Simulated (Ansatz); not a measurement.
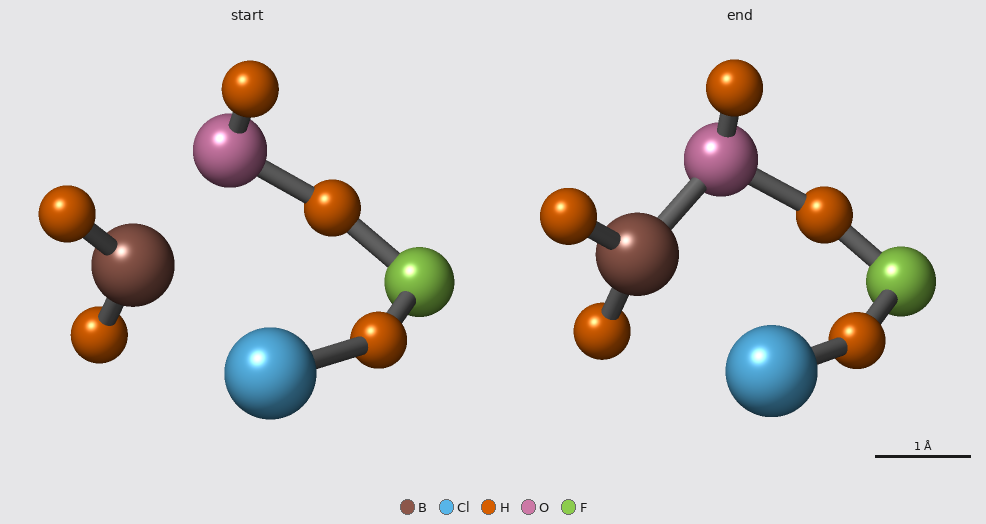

The structure of BH₅OClF (coarse preliminary run) before (left) and after (right) a relaxation, at one scale.

Style: ball-and-stick. Shown at a tilt.

The reaction that was planned forms B1–O6, H5–F8, Cl2–H7 and breaks B1–Cl2, H5–O6, H7–F8 (atoms numbered from 1 in input order).

All numbers below come from RKS PBE0-D4/def2-SVP, partitioned rational-function steps on a Bofill-updated Hessian (Ansatz 0.2.0). 

Q: What changed between the two?

A: The largest moves after the best rigid fit, 0.18 Å, are those of B and H atoms. Largest moves by element: H 0.18 Å, B 0.18 Å, Cl 0.13 Å, O 0.13 Å, F 0.12 Å. Near-neighbour distances that change, for instance: Cl–H 1.749 → 1.445 Å, B–O 1.743 → 1.451 Å, F–H 1.204 → 1.070 Å, F–H 1.197 → 1.283 Å. New bonds form: B–O (1.74 → 1.45 Å). Among the angles between lasting bonds that change: H–B–H 127.2° → 121.8°.
